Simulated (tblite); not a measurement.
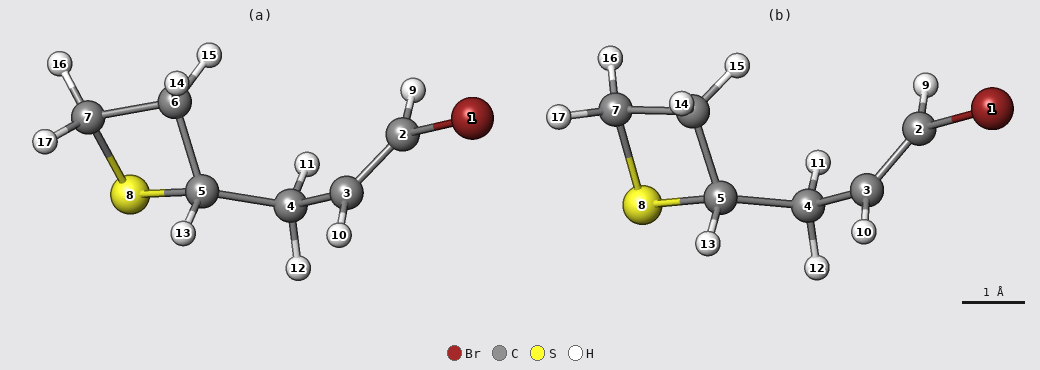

The structure of C₆H₉BrS before (left) and after (right) a relaxation, at one scale.

The picture is a ball-and-stick view, seen at a tilt.

Level of theory: tblite, GFN2-xTB geometry optimisation, gas phase. 

Describe what moved and what it gained.

H16 moves most after the best rigid fit: 0.59 Å. Largest moves by element: H 0.59 Å, S 0.27 Å, C 0.26 Å, Br 0.21 Å. Near-neighbour distances that change, for instance: C3–C4 1.521 → 1.494 Å, Br1–C2 1.872 → 1.894 Å, C6–H15 1.109 → 1.090 Å, C5–C6 1.551 → 1.533 Å. Bond angles that change, for instance: S8–C7–H16 116.3° → 112.2°, C5–C6–C7 92.8° → 96.7°, C6–C5–S8 88.3° → 92.3°. The energy falls by 0.202 eV in 88 geometry steps.
